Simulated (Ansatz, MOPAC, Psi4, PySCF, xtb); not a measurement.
ammonia borane (SMILES [BH3-][NH3+]) and C2H4 (SMILES C=C) are pulled apart as rigid monomers along the line of their centres of mass, from the B3LYP-D3(BJ)/def2-TZVP minimum. Starting geometry (charge 0, multiplicity 1):
```xyz
14

B     -0.9288     0.2896     0.2984
N      0.6322    -0.1670     0.5701
H     -1.0445     1.3660     0.8388
H     -1.6066    -0.5736     0.8076
H     -1.0487     0.3436    -0.9028
H      1.2837     0.5043     0.1745
H      0.8265    -1.0724     0.1528
H      0.8125    -0.2327     1.5723
C      0.2860     0.6058     3.8810
C     -0.1084    -0.6617     3.8664
H      1.1166     0.9371     4.4932
H     -0.2217     1.3572     3.2874
H     -0.9485    -0.9801     3.2602
H      0.3844    -1.4184     4.4658
```

Interaction energies with rigid monomers; basis-set methods are counterpoise corrected unless marked otherwise.

Cores are frozen in the correlated methods. The state reached by PM3, PM6 isn't checked.

Codes used: Ansatz (Gaussian basis) for Hartree–Fock, density functionals and correlated methods; MOPAC for PM3, PM6 (differences of heats of formation); Psi4 for SAPT; PySCF for the dispersion terms; xtb for the GFN methods. 

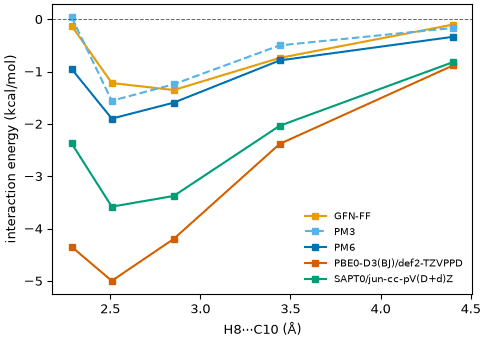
Fig. 1. Interaction energy against separation

Problem. Which level binds most strongly at H8···C10 = 2.51, and by how much?

Solution. PBE0-D3(BJ)/def2-TZVPPD, -5.0 kcal/mol.

Ansatz is a quantum-chemistry and plane-wave program.
